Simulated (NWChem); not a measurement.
# doublet CH3I− at 4 levels

Aim: a comparison of 4 runs (UHF/STO-3G, UHF/3-21G, UB3LYP/def2-SVPD, UM06-2X/def2-SVPD) of doublet CH3I−. 

The calculation is run with NWChem 7.3.0.

37 further runs of the same task are left out: 37 set aside as unsound or not needed. Runs told in other sessions of the task aren't counted.

**1. The structure to begin with**

CH3I−: 5 atoms, total charge -1, spin state doublet. As SMILES of the parent species, `CI`. The shape is that of a PBE0-D4/def2-TZVP optimisation. That shape belongs to the parent species and isn't relaxed for this state.

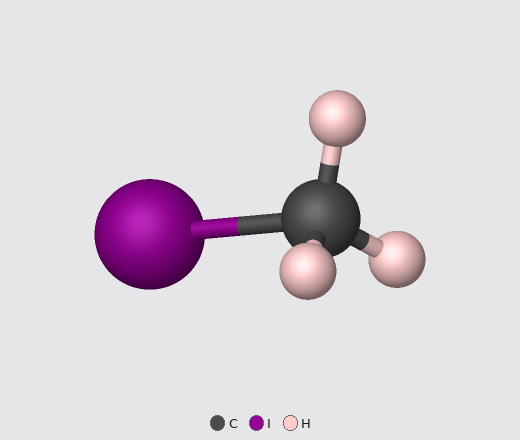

Viewed from a chosen angle; carbon dark grey, iodine purple, hydrogen pink.

**2. A single-point energy at UHF/STO-3G (run 1)**

File job.nw:

```
start job
title "CH3I hf"
memory stack 880 mb heap 220 mb global 1100 mb
charge -1

geometry units au noautosym nocenter noautoz
   C  -0.08333692 -0.30751513  0.28946825
   I   0.69553260  2.56649374 -2.41593926
   H   1.43742018 -1.68108146  0.19547327
   H  -0.16673054  0.58093961  2.13661884
   H  -1.88288532 -1.15881785 -0.20562110
end

basis spherical bse
   * library STO-3G
end

scf
   doublet
   uhf
   thresh 1e-08
   maxiter 80
   print medium
end

task scf energy
```

Run with:

```console
nwchem job.nw > job.out
```

Standard output:

```text
[...]
  functions       =    35
[...]
  wavefunction    = UHF
[...]
         Total SCF energy =  -6889.567424377641
      One electron energy =  -9756.870599847791
      Two electron energy =   2747.058667554992
 Nuclear repulsion energy =    120.244507915158
                       Sz =      0.5000
                 Sz(Sz+1) =      0.7500
                      S^2 =      0.7561
[...]
```

Run time: 2.6 s. Hardware: 1 thread of Intel Xeon 6975P-C (Granite Rapids), shared host; peak memory 0.11 GiB.

**3. The energy at UHF/3-21G (run 2)**

File ch3i.nw:

```
echo
start ch3i
memory total 2200 mb
charge -1
geometry units angstrom noautosym nocenter noautoz
 C     -0.044100    -0.162730     0.153180
 I      0.368060     1.358130    -1.278460
 H      0.760650    -0.889590     0.103440
 H     -0.088230     0.307420     1.130650
 H     -0.996380    -0.613220    -0.108810
end
basis spherical bse
 * library 3-21G
end
scf
 nopen 1
 uhf
 thresh 1e-08
 maxiter 80
end
task scf energy
```

Run with:

```console
nwchem ch3i.nw > ch3i.out
```

Standard output:

```text
[...]
  functions       =    46
[...]
  wavefunction    = UHF
[...]
         Total SCF energy =  -6926.605681748909
      One electron energy =  -9785.929152347515
      Two electron energy =   2739.078954087300
 Nuclear repulsion energy =    120.244516511307
                       Sz =      0.5000
                 Sz(Sz+1) =      0.7500
                      S^2 =      0.7585
[...]
```

Run time: 3.6 s. Hardware: 1 thread of Intel Xeon 6975P-C (Granite Rapids), shared host; peak memory 0.11 GiB.

Run 3 isn't shown in full; the table further down has it.

**4. A single-point energy at UM06-2X/def2-SVPD (core potential) (run 4)**

File calc.nw:

```
start calc
title "CH3I M06-2X"
memory stack 880 mb heap 220 mb global 1100 mb
charge -1

geometry units angstroms noautosym nocenter noautoz
  C    -0.044100   -0.162730    0.153180
  I     0.368060    1.358130   -1.278460
  H     0.760650   -0.889590    0.103440
  H    -0.088230    0.307420    1.130650
  H    -0.996380   -0.613220   -0.108810
end

basis spherical bse
  C library def2-SVPD
  I library def2-SVPD
  H library def2-SVPD
end

ecp bse
  I library def2-SVPD
end

dft
  xc m06-2x
  mult 2
  grid xfine
  convergence energy 1e-08
  maxiter 100
  mulliken
end

task dft energy
```

Run with:

```console
nwchem calc.nw > calc.out
```

Standard output:

```text
[...]
          Wavefunction type:  spin polarized.
          No. of atoms     :     5
          No. of electrons :    35
[...]
          Charge           :    -1
          Spin multiplicity:     2
[...]
          AO basis - number of functions:    79
[...]
              XC Information
              --------------
                       M06-2X Method XC Functional
                     Hartree-Fock (Exact) Exchange  0.540
                        M06-2X Exchange Functional  1.000
                      M06-2X Correlation Potential  1.000
[...]
 d= 0,ls=0.0,diis     1   -337.2185782918 -3.99D+02  2.75D-01  4.15D-01     4.1
[...]
 d= 0,ls=0.0,diis    16   -337.4451023391 -2.80D-09  3.10D-06  2.48D-11    62.8
[...]
         Total DFT energy =     -337.445102339104
      One electron energy =     -700.145953928215
           Coulomb energy =      329.673107545299
    Exchange-Corr. energy =      -28.795173344856
 Nuclear repulsion energy =       61.822917388668
[...]
      Total Density - Mulliken Population Analysis
     ---------------------------------------------
    Atom       Charge   Shell Charges
 -----------   ------   -------------------------------------------------------
    1 C    6     6.21   1.99  0.94  0.08  0.03  2.03  1.06  0.02  0.07
    2 I   25    25.89   0.22  1.83  1.30  0.59  0.03  3.11  2.94  2.56  2.42  0.83  9.81  0.27  0.01
    3 H    1     0.97   0.75  0.08  0.02  0.12
    4 H    1     0.97   0.75  0.08  0.02  0.12
    5 H    1     0.97   0.75  0.08  0.02  0.12
[...]
      <S2> =      0.7527 (Exact =     0.7500)
[...]
```

It took 63 s on 1 thread of Intel Xeon 6975P-C (Granite Rapids), shared host; peak memory 0.14 GiB.

**5. The series**

| run | level | iteration cap | module | energy (Eh) | HOMO energy (eV) | LUMO energy (eV) | ⟨S²⟩ | wall time |
| --- | --- | --- | --- | --- | --- | --- | --- | --- |
| 1 | UHF/STO-3G | 80 | scf | -6889.567424 | 6.67 | 19.94 | 0.756 | 2.6 s |
| 2 | UHF/3-21G | 80 | scf | -6926.605682 | 1.80 | 11.02 | 0.758 | 3.6 s |
| 3 | UB3LYP/def2-SVPD (core potential) | 100 | dft | -337.657037 | – | – | 0.751 | 33 s |
| 4 | UM06-2X/def2-SVPD (core potential) | 100 | dft | -337.445102 | 1.50 | 3.35 | 0.753 | 63 s |

**6. What came out**

```
                                 quantity          value
                      run 4: total energy  -337.44510 Eh
run 4: HOMO energy (highest over α and β)        1.50 eV
 run 4: LUMO energy (lowest over α and β)        3.35 eV
                              run 4: ⟨S²⟩          0.753
```

What this shows: Totals of different functionals can't be ranked against each other. Some runs of one species differ in core potentials or relativity; totals across that change don't compare. In runs 1, 2, 4 the HOMO lies above zero, from self-interaction, a short basis or an electron that isn't bound. In run 1 the basis is minimal, so the values are rough. In runs 1, 2 relativity is left out where basis or elements ask for it. All runs together took 1.7 min, the longest 63 s.
